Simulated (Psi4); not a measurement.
# SiH3Br (SMILES [SiH3]Br) at HSE06/def2-TZVP

What is the vertical ionisation energy of SiH3Br at HSE06/def2-TZVP? 

Program for the calculation: Psi4 1.11.

### 1 Starting point

SiH3Br has 5 atoms, charge 0, and is taken as a singlet. As SMILES, `[SiH3]Br`. The coordinates come from a PBE0-D4/def2-TZVP relaxation.

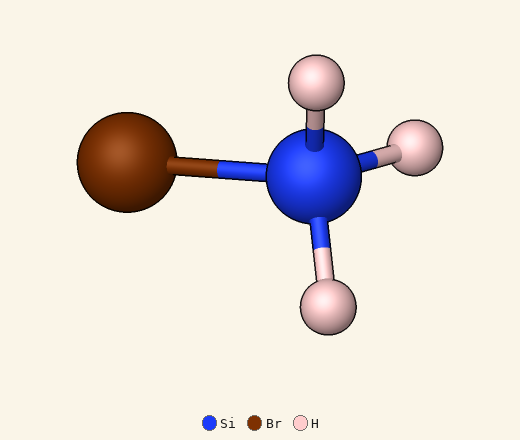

The structure, seen from a chosen angle (silicon blue, bromine brown, hydrogen pink).

### 2 Energy and forces at HSE06/def2-TZVP

File brh3si.xyz:

```xyz
5
BrH3Si
Si    -0.147420     0.056100    -0.043220
Br     1.853020    -0.705130     0.543250
H     -1.064550    -0.105170     1.107850
H     -0.625550    -0.731350    -1.202270
H     -0.015510     1.485560    -0.405610
```

File calc.py:

```python
import psi4

psi4.set_memory('2200 MB')
psi4.set_num_threads(1)
psi4.core.set_output_file('brh3si.out', False)

with open('brh3si.xyz') as f:
    atoms = ''.join(f.readlines()[2:])
mol = psi4.geometry('0 1\n' + atoms + 'symmetry c1')

options = {'puream': True, 'e_convergence': 1e-09, 'd_convergence': 1e-08, 'scf_type': 'pk', 'dft_radial_points': 99, 'dft_spherical_points': 590}
psi4.set_options(options)

E, wfn = psi4.gradient('hse06/def2-TZVP', molecule=mol, return_wfn=True)
print('gradient / Eh bohr^-1')
print(E.np.round(6))
print(f'energy = {wfn.energy():.10f} Eh')
for k, v in sorted(psi4.core.scalar_variables().items()):
    print(f'{k:45s} {v:18.10f}')
```

Command:

```bash
$ python calc.py
```

brh3si.out, shortened:

```text
[...]
  Running in c1 symmetry.
[...]
  Nuclear repulsion =  150.830234135502508
[...]
  Multiplicity = 1
[...]
  Nalpha       = 26
  Nbeta        = 26
[...]
    Number of basis functions: 103
[...]
   @RKS iter   1: -2864.73247621090422   -1.36734e+00   1.47356e-02 DIIS/ADIIS
[...]
   @RKS iter  10: -2865.06883643723722   -3.63798e-12   1.59506e-09 DIIS
[...]
    Orbital Energies [Eh]
    ---------------------
    Doubly Occupied:
       1A   -483.249281     2A    -66.274144     3A    -62.642100
       4A    -56.406469     5A    -56.404313     6A    -56.404313
       7A     -8.765781     8A     -6.570984     9A     -6.564043
      10A     -6.564043    11A     -5.346395    12A     -3.681878
      13A     -3.678537    14A     -3.678537    15A     -2.654757
      16A     -2.652583    17A     -2.652583    18A     -2.646877
      19A     -2.646877    20A     -0.784852    21A     -0.549097
      22A     -0.376233    23A     -0.376232    24A     -0.369620
      25A     -0.296666    26A     -0.296666
[...]
  @RKS Final Energy: -2865.06883643723722
   => Energetics <=
    Nuclear Repulsion Energy =            150.8302341355025078
    One-Electron Energy =               -4286.1066782019370294
    Two-Electron Energy =                1356.2023949427193656
    DFT Exchange-Correlation Energy =     -85.9947873135226928
    Empirical Dispersion Energy =           0.0000000000000000
    VV10 Nonlocal Energy =                  0.0000000000000000
    Total Energy =                      -2865.0688364372372234
[...]
 Multipole Moments:
 ------------------------------------------------------------------------------------
     Multipole            Electronic (a.u.)      Nuclear  (a.u.)        Total (a.u.)
 ------------------------------------------------------------------------------------
 L = 1.  Multiply by 2.5417464519 to convert [e a0] to [Debye]
 Dipole X            :          9.6148175          -10.0739417           -0.4591242
 Dipole Y            :         -3.6587329            3.8334458            0.1747129
 Dipole Z            :          2.8187697           -2.9533757           -0.1346060
 Magnitude           :                                                    0.5093510
[...]
  -Total Gradient:
     Atom            X                  Y                   Z
    ------   -----------------  -----------------  -----------------
       1        0.000766350034    -0.000290805517     0.000222776568
       2       -0.000731003804     0.000278222193    -0.000214676872
       3       -0.000071826865    -0.000035964073     0.000155170570
       4       -0.000016348806    -0.000113372295    -0.000130014525
       5        0.000058606118     0.000159908789    -0.000031819091
[...]
```

On the terminal:

```text
gradient / Eh bohr^-1
[[ 7.66e-04 -2.91e-04  2.23e-04]
 [-7.31e-04  2.78e-04 -2.15e-04]
 [-7.20e-05 -3.60e-05  1.55e-04]
 [-1.60e-05 -1.13e-04 -1.30e-04]
 [ 5.90e-05  1.60e-04 -3.20e-05]]
energy = -2865.0688364372 Eh
CURRENT ENERGY                                  -2865.0688364372
CURRENT REFERENCE ENERGY                        -2865.0688364372
DD SOLVATION ENERGY                                 0.0000000000
DFT FUNCTIONAL TOTAL ENERGY                     -2865.0688364372
DFT TOTAL ENERGY                                -2865.0688364372
DFT VV10 ENERGY                                     0.0000000000
DFT XC ENERGY                                     -85.9947873135
GRID ELECTRONS ALPHA                               25.9999997962
GRID ELECTRONS BETA                                25.9999997962
GRID ELECTRONS TOTAL                               51.9999995924
NUCLEAR REPULSION ENERGY                          150.8302341355
ONE-ELECTRON ENERGY                             -4286.1066782019
PCM POLARIZATION ENERGY                             0.0000000000
PE ENERGY                                           0.0000000000
SCF ITERATION ENERGY                            -2865.0688364372
SCF ITERATIONS                                     10.0000000000
SCF TOTAL ENERGY                                -2865.0688364372
TWO-ELECTRON ENERGY                              1356.2023949427
XC GRID RADIAL POINTS                              99.0000000000
XC GRID SPHERICAL POINTS                          590.0000000000
XC GRID TOTAL POINTS                           277429.0000000000
```

It took 30 s on 1 thread of Intel Xeon 6975P-C (Granite Rapids), shared host; peak memory 1.2 GiB.

### 3 The doublet cation

File input.json:

```json
{
 "schema_name": "qcschema_input",
 "schema_version": 1,
 "molecule": {
  "schema_name": "qcschema_molecule",
  "schema_version": 2,
  "symbols": ["Si", "Br", "H", "H", "H"],
  "geometry": [-0.27858343, 0.10601364, -0.08167396, 3.5017003, -1.33250258, 1.02659372, -2.01170795, -0.1987425, 2.09353309, -1.18211818, -1.3820512, -2.27196103, -0.02930965, 2.80730154, -0.76649181],
  "molecular_charge": 1,
  "molecular_multiplicity": 2,
  "fix_symmetry": "c1",
  "fix_com": true,
  "fix_orientation": true
 },
 "driver": "gradient",
 "model": {
  "method": "hse06",
  "basis": "def2-TZVP"
 },
 "keywords": {
  "reference": "uks",
  "puream": true,
  "e_convergence": 1e-09,
  "d_convergence": 1e-08,
  "scf_type": "pk",
  "dft_radial_points": 99,
  "dft_spherical_points": 590,
  "maxiter": 100,
  "scf_properties": ["WIBERG_LOWDIN_INDICES", "MULLIKEN_CHARGES", "DIPOLE"]
 }
}
```

Command:

```bash
$ psi4 --qcschema input.json -n 1 --memory 2200MB
```

stdout, shortened:

```text
[...]
  Running in c1 symmetry.
[...]
  Nuclear repulsion =  150.830234156894988
[...]
  Multiplicity = 2
[...]
  Nalpha       = 26
  Nbeta        = 25
[...]
    Number of basis functions: 103
[...]
   @UKS iter   1: -2864.42915325427384   -1.06402e+00   1.35668e-02 ADIIS/DIIS
[...]
   @UKS iter  36: -2864.67031175253078   -4.54747e-13   4.90701e-09 DIIS
[...]
   @S^2 Observed:                7.558363932E-01
[...]
  @UKS Final Energy: -2864.67031175253078
   => Energetics <=
    Nuclear Repulsion Energy =            150.8302341568949885
    One-Electron Energy =               -4271.3346840846334089
    Two-Electron Energy =                1341.5733854937029719
    DFT Exchange-Correlation Energy =     -85.7392473184954866
    Empirical Dispersion Energy =           0.0000000000000000
    VV10 Nonlocal Energy =                  0.0000000000000000
    Total Energy =                      -2864.6703117525307789
[...]
 Multipole Moments:
 ------------------------------------------------------------------------------------
     Multipole            Electronic (a.u.)      Nuclear  (a.u.)        Total (a.u.)
 ------------------------------------------------------------------------------------
 L = 1.  Multiply by 2.5417464519 to convert [e a0] to [Debye]
 Dipole X            :       -114.1230786          115.4362067            1.3131281
 Dipole Y            :         43.2923406          -43.9268915           -0.6345509
 Dipole Z            :        -33.4209699           33.8424250            0.4214551
 Magnitude           :                                                    1.5180859
[...]
  -Total Gradient:
     Atom            X                  Y                   Z
    ------   -----------------  -----------------  -----------------
       1        0.018200526844    -0.029974781880     0.011569662285
       2       -0.009882403399     0.007768888493    -0.003982292559
       3       -0.000947869077     0.008021464863    -0.007948578563
       4       -0.002864169718     0.010757120553     0.002142422428
       5       -0.004504078870     0.003426637345    -0.001781330387
[...]
```

The result, in JSON:

```text
{
 "driver": "gradient",
 "model": {
  "method": "hse06",
  "basis": "def2-TZVP"
 },
 "success": true,
 "return_result": [0.018200526843501826, -0.0299747818797226, 0.01156966228468911, -0.009882403399070455, 0.007768888493184495, -0.003982292559055717, -0.000947869076701427, 0.008021464862914982, -0.007948578563046343, -0.002864169718186274, 0.010757120552882173, 0.0021424224280659626, -0.004504078869991535, 0.003426637344683653, -0.001781330386896221],
 "properties": {
  "calcinfo_nbasis": 103,
  "calcinfo_nmo": 103,
  "calcinfo_nalpha": 26,
  "calcinfo_nbeta": 25,
  "calcinfo_natom": 5,
  "nuclear_repulsion_energy": 150.830234156895,
  "return_energy": -2864.670311752531,
  "return_gradient": [0.018200526843501826, -0.0299747818797226, 0.01156966228468911, -0.009882403399070455, 0.007768888493184495, -0.003982292559055717, -0.000947869076701427, 0.008021464862914982, -0.007948578563046343, -0.002864169718186274, 0.010757120552882173, 0.0021424224280659626, -0.004504078869991535, 0.003426637344683653, -0.001781330386896221],
  "scf_one_electron_energy": -4271.334684084633,
  "scf_two_electron_energy": 1341.573385493703,
  "scf_xc_energy": -85.73924731849549,
  "scf_dipole_moment": [1.3131281159332815, -0.6345509093568538, 0.4214551476299917],
  "scf_total_energy": -2864.670311752531,
  "scf_total_gradient": [0.018200526843501826, -0.0299747818797226, 0.01156966228468911, -0.009882403399070455, 0.007768888493184495, -0.003982292559055717, -0.000947869076701427, 0.008021464862914982, -0.007948578563046343, -0.002864169718186274, 0.010757120552882173, 0.0021424224280659626, -0.004504078869991535, 0.003426637344683653, -0.001781330386896221],
  "scf_iterations": 36
 }
}
```

Run time: 87 s. Hardware: 1 thread of Intel Xeon 6975P-C (Granite Rapids), shared host; peak memory 1.2 GiB.

### 4 Results

Level: HSE06/def2-TZVP.

```
                                          quantity           value
                      singlet SiH3Br: total energy  -2865.06884 Eh
                     singlet SiH3Br: dipole moment          1.29 D
                       singlet SiH3Br: HOMO energy        -8.07 eV
                       singlet SiH3Br: LUMO energy        -0.73 eV
                     singlet SiH3Br: HOMO–LUMO gap         7.34 eV
          singlet SiH3Br: largest force on an atom      0.044 eV/Å
                      doublet cation: total energy  -2864.67031 Eh
doublet cation: HOMO energy (highest over α and β)       -14.82 eV
 doublet cation: LUMO energy (lowest over α and β)       -13.59 eV
                              doublet cation: ⟨S²⟩           0.756
          doublet cation: largest force on an atom      1.899 eV/Å
vertical ionisation energy (to the doublet cation)       10.844 eV
```

What this shows: The vertical ionisation energy comes to 10.84 eV (250 kcal/mol). The negative HOMO energy of the first species, 8.07 eV, lies 2.77 eV below that difference. Mulliken charges (doublet cation) run from +0.10 on H5 to +0.39 on Br2.
